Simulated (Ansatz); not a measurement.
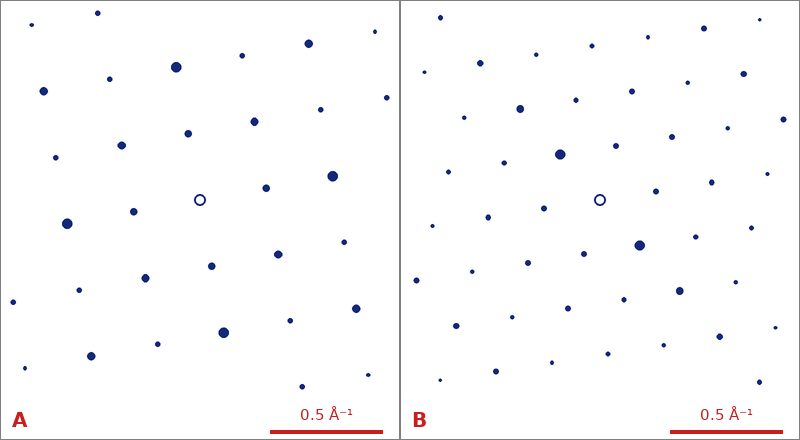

Kinematic electron diffraction patterns (200 kV, B = 0.5 Å², same scale, each along a low-index zone) of two structures of composition RbSn2, each relaxed at zero pressure with DFT PBE, scalar-relativistic, plane waves, PAW (Ansatz).

The structures (standard cells):
1. Fd-3m (No. 227), a = 9.333 Å, 24 atoms; generated start, possibly hypothetical
2. Pnnm (No. 58), a = 4.652 Å, b = 8.625 Å, c = 7.344 Å, 6 atoms; generated start, possibly hypothetical

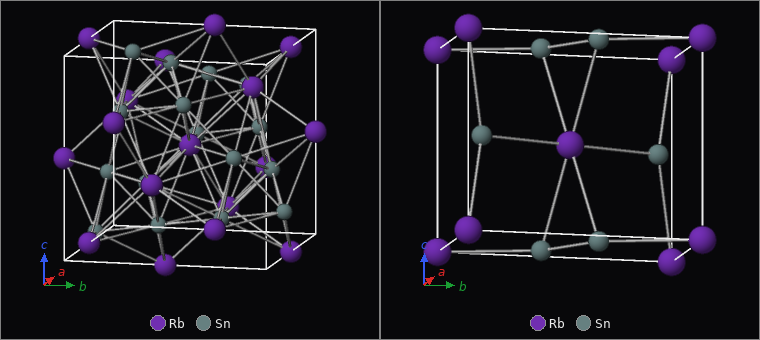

Drawings of the structures 1 to 2, from left to right (each may span several cells).

Which pattern belongs to which structure, and along which zone?

Answer. A is structure 1 along [001] or an equivalent direction: square net of 2 -2 0 at d = 3.30 Å and 2 2 0 at d = 3.30 Å, 90.0° apart (some points of this net are extinct or too weak to see). B is structure 2 along [010]: centred rectangular net of 1 0 1 at d = 3.93 Å and 1 0 -1 at d = 3.93 Å, 64.7° apart (some points of this net are extinct or too weak to see).

Which structure lies lowest at this level of theory, and by how much?

Answer. Structure 1 (Fd-3m, 33.87 Å³ an atom) is the lowest of these; structure 2 (Pnnm, 49.11 Å³ an atom) lies about 280 meV an atom higher. These are static energies at 0 K; other structures, not shown, may lie lower still.
